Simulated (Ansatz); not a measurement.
**MgS (Niningerite): how the settings move a calculation**

Question: which choices in the input matter for MgS (Niningerite)?

Program: Ansatz 0.2.0. Level of theory: reference: DFT, PBE, plane-wave PAW, default files, scalar-relativistic. These are calculated values, not measurements.

## Step 1: The structure to begin with

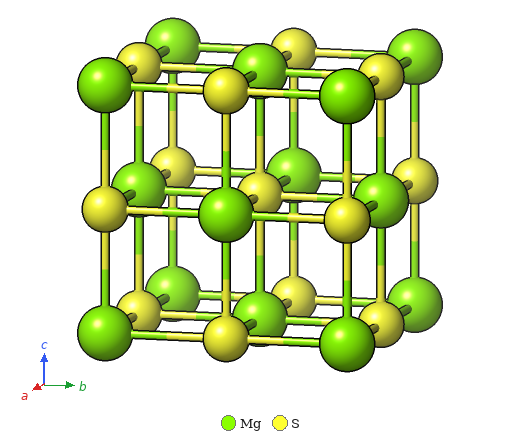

Start, viewed slightly off an axis; magnesium green, sulfur yellow. Atoms on the faces are drawn again on the opposite ones. The cell drawn here is the conventional one.

Structure file:

```
Mg S
1.0
     0.00000    2.60165    2.60165
     2.60165    0.00000    2.60165
     2.60165    2.60165    0.00000
Mg S
1 1
Direct
  0.00000 0.00000 0.00000
  0.50000 0.50000 0.50000
```

## Step 2: The reference run

input.yaml

```yaml
crystal:
  lattice:
    - [0.0, 2.60165, 2.60165]
    - [2.60165, 0.0, 2.60165]
    - [2.60165, 2.60165, 0.0]
  atoms:
    - { symbol: Mg, position: [0.0, 0.0, 0.0] }
    - { symbol: S, position: [0.5, 0.5, 0.5] }
kpoints:
  mp_grid: { grid: [6, 6, 6] }
scf:
  occupations: { method: fermi_dirac, width: 0.02 }
hamiltonian:
  xc: pbe
  pseudopotentials: { kind: paw }
output:
  forces: true
  stress: true
  populations: true
  efg:
    quadrupole_moments_barn: { Mg: 0.1994, S: -0.0694 }
    contact_densities: true
relax:
  f_tol: 0.02
  max_steps: 60
```

The run is started by

```sh
> ansatz run input.yaml --threads 1 --pin off --max-ram 2560MiB --backend cpu --events-out ev --progress --plain --runs-dir out
```

From the output:

```text
[...]
Basis set: ecut = 420 eV, 701 PW (Γ), exchange–correlation on 50×50×50 points (8 copies of the dense FFT grid, shifted against one another)
[...]
k-points: 16 of 216
[...]
SCF iter   1: F=—  HF=-2828.744298 eV  |F-HF|=—  |Δ(HF+E_count)|=         —  Δρ=3.75e-4  dr2=2.48e-5  ethr=1.77e-3  ⟨swp⟩=7.0  Hψ=1206  notcnv=0
preconditioner: auto → none  [insulator: Δε(μ)=2.782 eV  Ē_g=11.749 eV  σ=0.020 eV  W_gap=1.00  n_scr=8 (ndim 8)  ℏωp=17.7 eV  f_vac=0.000  D(μ)=0.00/eV (n_scr^D=0)  ε∞_Penn≈3.3]
SCF iter   2: F=—  HF=-2828.744177 eV  |F-HF|=—  |Δ(HF+E_count)|=   1.21e-4  Δρ=3.24e-4  dr2=5.20e-5  ethr=1.55e-7  ⟨swp⟩=3.0  Hψ=513  notcnv=0
[...]
SCF iter   5: F=—  HF=-2828.744193 eV  |F-HF|=—  |Δ(HF+E_count)|=   8.79e-7  Δρ=4.01e-5  dr2=8.95e-7  ethr=2.03e-8  ⟨swp⟩=1.0  Hψ=192  notcnv=0
SCF iter   6: F=-2828.744193 eV  HF=-2828.744193 eV  |F-HF|=7.19e-8  |Δ(HF+E_count)|=   2.88e-7  Δρ=1.30e-5  dr2=9.73e-8  ethr=6.25e-10  ⟨swp⟩=3.4  Hψ=689  notcnv=0
[...]
relax step   1: F+E_penalty+E_count = -2828.74419306 eV  Δ(F+E_penalty+E_count) = +0.000e0 eV  max|allowed force component| = 1.800e-30 eV/Å  Δτ_max = 0.0000 Å  (6 SCF iters, accepted)
[...]
SCF converged after 6 iterations
Free energy (F): -2828.744193 eV
[...]
E sigma→0 (E₀):  -2828.744193 eV
Fermi energy:    7.785129 eV
[...]
  P = ⅓ Tr σ = 1.1880 GPa (11.880 kbar)
[...]
--- Relaxed structure (1 steps of the walk, 1 accepted, 0 SCFs on fresh bases) ---
[...]
```

Run time: 1.9 s. Hardware: 1 thread of an x86-64 CPU, shared host; peak memory 0.36 GiB.

## Step 3: Changed: n_extra_bands 1

input.yaml, as its differences from that of step 2:

```diff
@@ -12,2 +12,3 @@
   occupations: { method: fermi_dirac, width: 0.02 }
+  n_extra_bands: 1
 hamiltonian:
@@ -22,4 +23,5 @@
     contact_densities: true
-relax:
-  f_tol: 0.02
-  max_steps: 60
+  write_density: true
+  write_potential: true
+  elf: true
+  volumetric_format: npy
```

The run is started by

```sh
> ansatz run input.yaml --threads 1 --pin off --max-ram 2560MiB --backend cpu --events-out ev --progress --plain --runs-dir out
```

Standard output (excerpt; [...] marks lines left out):

```text
Warning: RAYON_NUM_THREADS=1 ignored (pool sized by the plan → 1); use --threads N
scf.n_extra_bands = 1 over 8 filled bands (N_el = 16.0): the run solves 9 bands
[...]
Pseudopotentials: kind: paw
Pseudopotential: Mg, paw, valence charge 10, recommended cutoff 420 eV (normal), Mg.paw.azcp
Pseudopotential: S, paw, valence charge 6, recommended cutoff 420 eV (normal), S.paw.azcp
Functional definition: PBE
[...]
Crystal: 2 atoms, lattice volume = 35.219 Å³
Basis set: ecut = 420 eV, 701 PW (Γ), exchange–correlation on 50×50×50 points (8 copies of the dense FFT grid, shifted against one another)
Bands: 9, of which v1, the nominal top of the filled ones, is band 8 counted from 1 (7 counted from 0)
Symmetry: 48 space group operations
Space group: Fm-3m (ITA 225), of the structure as read, at distance tolerance 3.3e-5 Å
k-points: 16 of 216
[...]
SCF iter   1: F=—  HF=-2828.746153 eV  |F-HF|=—  |Δ(HF+E_count)|=         —  Δρ=5.05e-4  dr2=4.54e-5  ethr=1.77e-3  ⟨swp⟩=5.5  Hψ=910  notcnv=0
[...]
SCF iter   6: F=-2828.744193 eV  HF=-2828.744193 eV  |F-HF|=1.73e-8  |Δ(HF+E_count)|=   6.33e-8  Δρ=7.79e-6  dr2=2.44e-8  ethr=6.25e-10  ⟨swp⟩=8.6  Hψ=944  notcnv=0
[...]
SCF converged after 6 iterations
Free energy (F): -2828.744193 eV
[...]
E sigma→0 (E₀):  -2828.744193 eV
Fermi energy:    7.785222 eV
[...]
--- Forces (eV/Å), atoms counted from 1 ---
  atom   1  Mg    -0.00000000    -0.00000000    -0.00000000
  atom   2  S      0.00000000    -0.00000000     0.00000000
[...]
--- Stress (GPa, compression-positive) ---
        1.187956       0.000000       0.000000
        0.000000       1.187956       0.000000
        0.000000       0.000000       1.187956
  P = ⅓ Tr σ = 1.1880 GPa (11.880 kbar)
--- PAW observables at the nuclei: V_zz in 10²¹ V/m², potentials from the cell's mean, atoms counted from 1 ---
  atom   1  Mg V_zz =    +0.000000   η = 0.0000   by run symmetry: forbidden   C_q = +0.0000 MHz
            electrostatic potential = -1100.974895 V   contact ρ = 7796.626019 e/Å³
  atom   2  S  V_zz =    +0.000000   η = 0.0000   by run symmetry: forbidden   C_q = -0.0000 MHz
            electrostatic potential = -1633.458243 V   contact ρ = 19763.841766 e/Å³
--- Band table (eV; the first three rows and the last of 16) ---
  k-point 0: bands = ["-68.3319", "-35.0835", "-35.0835", "-35.0835", "-6.2747", "6.3912", "6.3912", "6.3912", "10.1125"]
[...]
--- Löwdin populations: 2 sites ---
  site symbol       q [e]
     0     Mg      8.5541
     1      S      7.2997
  spilling = 0.009137 (of n_electrons = 16.000000)
```

Wall time 1.8 s (1 thread of an x86-64 CPU, shared host); peak memory 0.37 GiB.

Energy and cycle count are those of the reference, so the change (band count) left the result and the number of cycles as they were.

## Step 4: Changed: mp_grid.grid [4, 4, 4], eigensolver.kind davidson, xc_grid 2

input.yaml, as its differences from that of step 2:

```diff
@@ -9,5 +9,6 @@
 kpoints:
-  mp_grid: { grid: [6, 6, 6] }
+  mp_grid: { grid: [4, 4, 4] }
 scf:
   occupations: { method: fermi_dirac, width: 0.02 }
+  eigensolver: { kind: davidson }
 hamiltonian:
@@ -22,4 +23,3 @@
     contact_densities: true
-relax:
-  f_tol: 0.02
-  max_steps: 60
+basis:
+  xc_grid: 2
```

The run is started by

```sh
> ansatz run input.yaml --threads 1 --pin off --max-ram 2560MiB --backend cpu --events-out ev --progress --plain --runs-dir out
```

Standard output (excerpt; [...] marks lines left out):

```text
Warning: RAYON_NUM_THREADS=1 ignored (pool sized by the plan → 1); use --threads N
[...]
Pseudopotentials: kind: paw
Pseudopotential: Mg, paw, valence charge 10, recommended cutoff 420 eV (normal), Mg.paw.azcp
Pseudopotential: S, paw, valence charge 6, recommended cutoff 420 eV (normal), S.paw.azcp
Functional definition: PBE
[...]
Crystal: 2 atoms, lattice volume = 35.219 Å³
Basis set: ecut = 420 eV, 701 PW (Γ), exchange–correlation on 50×50×50 points (8 copies of the dense FFT grid, shifted against one another)
Bands: 12, of which v1, the nominal top of the filled ones, is band 8 counted from 1 (7 counted from 0)
Symmetry: 48 space group operations
Space group: Fm-3m (ITA 225), of the structure as read, at distance tolerance 3.3e-5 Å
k-points: 8 of 64
[...]
SCF iter   1: F=—  HF=-2828.699466 eV  |F-HF|=—  |Δ(HF+E_count)|=         —  Δρ=8.60e-4  dr2=4.29e-4  ethr=1.77e-3  ⟨swp⟩=9.6  Hψ=484  notcnv=0
[...]
--- Stress (GPa, compression-positive) ---
        1.534732       0.000000      -0.000000
       -0.000000       1.534732      -0.000000
        0.000000       0.000000       1.534732
  P = ⅓ Tr σ = 1.5347 GPa (15.347 kbar)
--- PAW observables at the nuclei: V_zz in 10²¹ V/m², potentials from the cell's mean, atoms counted from 1 ---
  atom   1  Mg V_zz =    +0.000000   η = 0.0000   by run symmetry: forbidden   C_q = +0.0000 MHz
            electrostatic potential = -1100.944910 V   contact ρ = 7796.515673 e/Å³
  atom   2  S  V_zz =    +0.000000   η = 0.0000   by run symmetry: forbidden   C_q = -0.0000 MHz
            electrostatic potential = -1633.528368 V   contact ρ = 19763.343787 e/Å³
--- Band table (eV; the first three rows and the last of 8) ---
  k-point 0: bands = ["-68.3544", "-35.1060", "-35.1060", "-35.1060", "-6.2497", "6.4174", "6.4174", "6.4174", "10.1284", "14.3157", "14.3157", "14.3157"]
[...]
--- Löwdin populations: 2 sites ---
  site symbol       q [e]
     0     Mg      8.5491
     1      S      7.3096
  spilling = 0.008833 (of n_electrons = 16.000000)
```

Run time: 1.6 s. Hardware: 1 thread of an x86-64 CPU, shared host; peak memory 0.32 GiB.

Changing the k-point mesh and solver moves the energy by +22.5 meV/atom, and the pressure goes from 1.2 to 1.5 GPa and the gap on the mesh goes from 2.79 to 2.77 eV. The energy is not variational in the mesh, so the sign tells nothing. Of the settings changed, the mesh is the one that moves energies this far. A gap read on a mesh depends on which points the mesh holds, and a coarse mesh shifts the density too. The variant is not converged in its settings.

## Step 5: Comparison

```
                                                            run     ending   energy change  pressure (GPa)  gap (eV)  force (eV/Å)  cycles   time
                                                      reference  converged               0             1.2      2.79          0.00       6  1.9 s
                                             1: n_extra_bands 1  converged    0.0 meV/atom             1.2      2.79          0.00       6  1.8 s
2: mp_grid.grid [4, 4, 4], eigensolver.kind davidson, xc_grid 2  converged  +22.5 meV/atom             1.5      2.77          0.00       6  1.6 s
```

Times don't compare one to one where runs were asked for different outputs or read a saved state (see the inputs); cycles may leave out searches for a lower state.

**Reading.** Of the converged runs whose energies compare with the reference's, «mp_grid.grid [4, 4, 4], eigensolver.kind davidson, xc_grid 2» moves the energy most (+22.5 meV/atom) and «n_extra_bands 1» least (0.0 meV/atom). Symmetry fixes the atoms and the cell is held, so no setting can move this relaxation. 

The gaps are Kohn-Sham values of a semilocal functional, not quasiparticle or optical gaps. Such gaps usually fall short of the measured ones.
